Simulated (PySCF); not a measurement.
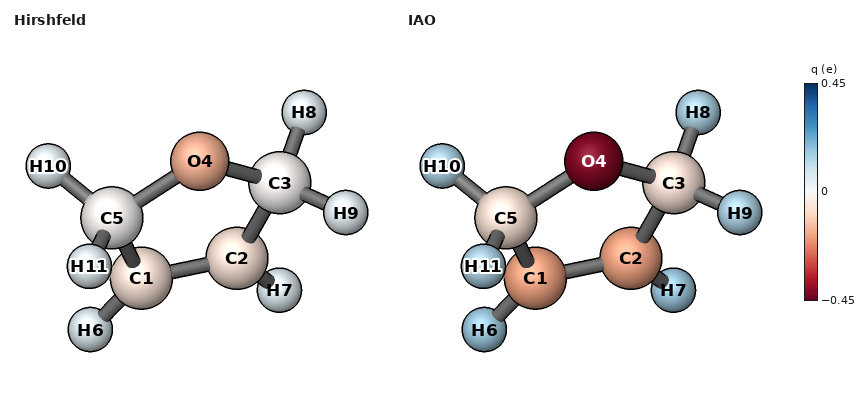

Atomic charges of one calculation by 2 schemes, on one colour scale. The geometry was computed by an optimisation with PBE0-D3(BJ)/def2-TZVP. No frequency run is at hand to confirm it as a minimum. Computed with PBE0/pcSseg-2 (PySCF 2.14.0).

Question: Which scheme gives the most polar picture (largest mean size of the charges)?

Answer: The IAO charges are the largest in size here.

Question: On which atom do the schemes disagree most?

Answer: On O4 (from −0.42 to −0.16 e).

List the charges (e), one line for each set of equivalent atoms.

| atom | Hirshfeld | IAO |
| --- | --- | --- |
| C1, C2 | −0.06 | −0.18 |
| C3, C5 | −0.01 | −0.06 |
| O4 | −0.16 | −0.42 |
| H6, H7 | 0.06 | 0.16 |
| H8, H9, H10… | 0.04 | 0.14 |
